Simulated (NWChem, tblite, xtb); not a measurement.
**CH5ClGeSe (SMILES [CH3][GeH]([Cl])[SeH]): the dipole moment, rung by rung**

CH5ClGeSe: 9 atoms, total charge 0, spin state singlet. As SMILES, `[CH3][GeH]([Cl])[SeH]`. Geometry: relaxed at PBE0-D4/def2-TZVP. This is one conformer, not always the lowest.

```xyz
9

C     0.0080    0.6278   -1.0789
Ge    0.3117   -0.7446    0.2566
Cl    2.2293   -0.3083    1.1632
Se   -1.3710   -0.7855    1.8902
H    -0.9395    0.4437   -1.5863
H    -0.0240    1.6041   -0.5953
H     0.8231    0.6153   -1.8032
H     0.4058   -2.1758   -0.2899
H    -1.3547    0.6771    2.0263
```

Quantity: the dipole moment, in D. The values are calculated.

| level | kind | program | value (D) |
| --- | --- | --- | --- |
| GFN2-xTB | semi-empirical | xtb | 3.20 |
| GFN1-xTB | semi-empirical | tblite | 2.79 |
| IPEA1-xTB | semi-empirical | tblite | 4.17 |
| GFN0-xTB | semi-empirical | xtb | 2.68 |
| HF/STO-3G | Hartree–Fock | NWChem | 3.04 |
| TPSS/aug-cc-pVDZ | meta-GGA | NWChem | 2.37 |
| B3LYP/6-31G* (spherical functions) | global hybrid | NWChem | 2.69 |
| B3LYP/6-31G* (Cartesian functions) | global hybrid | NWChem | 2.67 |
| CAM-B3LYP/3-21G | range-separated hybrid | NWChem | 3.27 |

All-electron rows without a relativistic Hamiltonian named are non-relativistic. The values span 2.37 to 4.17 D. Sets without polarisation functions give poor dipoles.

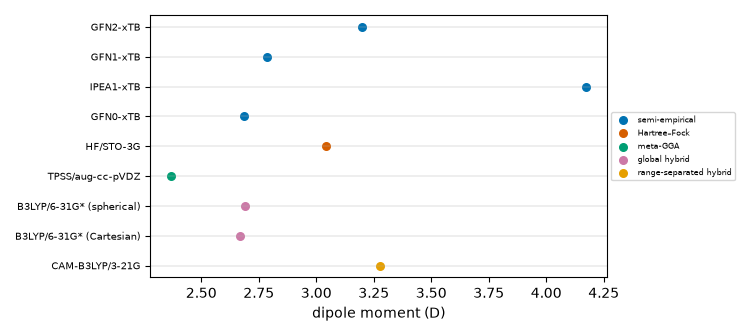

The values of the table, level by level.
